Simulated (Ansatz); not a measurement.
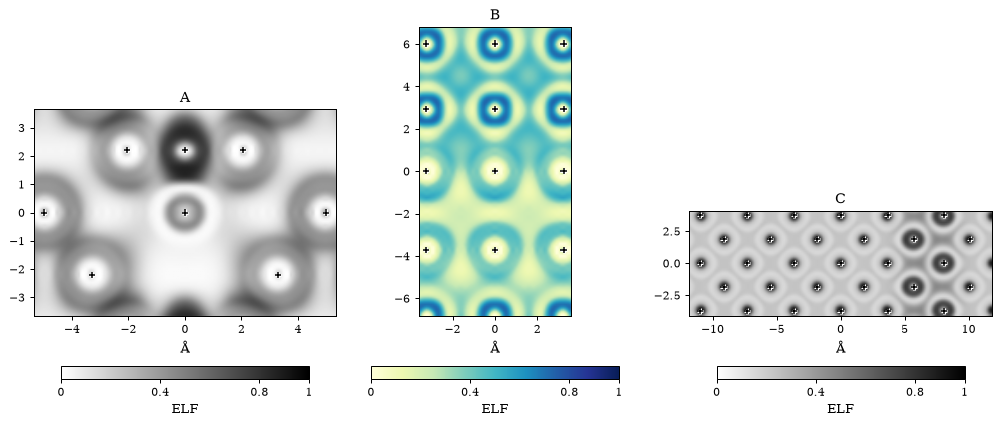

The electron localisation function of 3 systems, each on a plane through atoms (crosses mark nuclei in the plane).

All numbers below come from DFT PBE, scalar-relativistic, plane waves, PAW (Ansatz).

System 1: Cu$_{5}$Mo, the (110) plane of the conventional cell. Space group P4/nmm; a generated structure, not necessarily the stable one; changed on purpose from its base cell (volume × 1.06, shape and atoms relaxed); computed pressure about −8 GPa in this cell; computed without spin polarisation.

```yaml
crystal:
  lattice:
    - [2.64870, 0.00000, 0.00000]
    - [0.00000, 2.64870, 0.00000]
    - [0.00000, 0.00000, 22.91764]
  atoms:
    - { symbol: Cu, position: [0.50000, 0.00000, 0.69934] }
    - { symbol: Cu, position: [0.00000, 0.50000, 0.61971] }
    - { symbol: Cu, position: [0.50000, 0.00000, 0.53990] }
    - { symbol: Cu, position: [0.50000, 0.00000, 0.85952] }
    - { symbol: Cu, position: [0.00000, 0.50000, 0.77904] }
    - { symbol: Cu, position: [0.00000, 0.50000, 0.14048] }
    - { symbol: Cu, position: [0.50000, 0.00000, 0.22096] }
    - { symbol: Cu, position: [0.00000, 0.50000, 0.30066] }
    - { symbol: Cu, position: [0.50000, 0.00000, 0.38029] }
    - { symbol: Cu, position: [0.00000, 0.50000, 0.46010] }
    - { symbol: Mo, position: [0.00000, 0.50000, 0.94870] }
    - { symbol: Mo, position: [0.50000, 0.00000, 0.05130] }
```

System 2: MgGe$_{5}$N, the (110) plane of the conventional cell. Space group P-6m2; a generated structure, not necessarily the stable one; changed on purpose from its base cell (volume × 0.97, shape and atoms relaxed); computed pressure about 2 GPa in this cell; computed without spin polarisation.

System 3: GeW, the (010) plane of the conventional cell. Space group P4/nmm; a generated structure, not necessarily the stable one.

```
CELL_PARAMETERS angstrom
3.24194 0.00000 0.00000
0.00000 3.24194 0.00000
0.00000 0.00000 12.92781
ATOMIC_POSITIONS crystal
Ge 0.50000 0.00000 0.71292
Ge 0.00000 0.50000 0.57599
Ge 0.00000 0.50000 0.28708
Ge 0.50000 0.00000 0.42401
W 0.50000 0.00000 0.93890
W 0.00000 0.50000 0.06110
W 0.00000 0.50000 0.82096
W 0.50000 0.00000 0.17904
```

> Which map belongs to which system?

Panel A is system 2, MgGe$_{5}$N: the plane holds Mg, Ge and N. Ge–N (2.06 Å): the ELF peaks at about 0.75 in the valence shell of N, 0.7 Å from its nucleus, and is about 0.40 at the midpoint. Panel B is system 3, GeW: the plane holds Ge and W. Ge–W (2.92 Å): the ELF is about 0.25 at the midpoint: no localised pair shows between them. Panel C is system 1, Cu$_{5}$Mo: the plane holds Cu and Mo. Cu–Cu (2.61 Å): the ELF is about 0.20 at the midpoint (no localised pair shows between them).
